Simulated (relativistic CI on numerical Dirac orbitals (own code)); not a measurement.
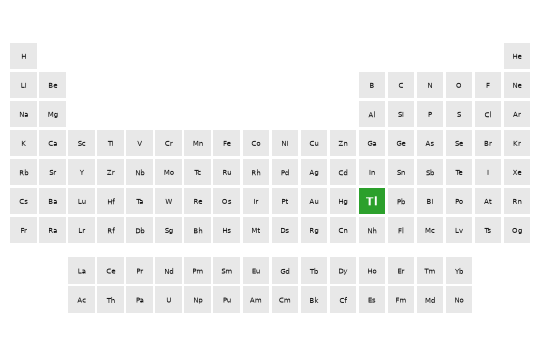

**Figure 1.** The place of thallium in the periodic table.

Tl²⁺: relativistic CI calculation

- system: Tl²⁺.
- method: Dirac-Coulomb-Breit CI, KLI orbitals optimised for each configuration, model QED (radiative potential, 1s self-energy scaled to tabulated hydrogen-like ionisation energies), numerical settings as typed (relativistic CI on numerical Dirac orbitals, in-house)

## Input
```
atom Tl  Z=81  charge=2  electrons=79
nucleus A=205  rms_radius_fm=5.4759
hamiltonian dirac-coulomb  breit=on  qed=on  c_scale=0.2
orbitals kli  potential=per-configuration
slater_scale 1
correlation none
mixing on
grid step=0.0125 r_max=86.5
scf mixing=0.4 start=green max_iterations=77 tolerance=2e-08 node_fill=0.05
configurations
  [Xe] 4f14 5d10 6s
end
```

Launched within a batch (the task file carries these settings):
```bash
python <driver script> task.json out
```

The program writes its results to a structured record and prints no log; tables and figures of this report are taken from that record.

## Outcome

| quantity | value |
| --- | --- |
| outcome | not converged |
| hardware | 1 CPU thread, shared host |

## What went wrong

This input holds a deliberate fault: speed of light. The run did not meet its convergence test, so its last values are not results. To bear in mind: SCF of 1s2 2s2 2p6 3s2 3p6 3d10 4s2 4p6 4d10 4f14 5s2 5p6 5d10 6s stopped: an orbital could not be found.
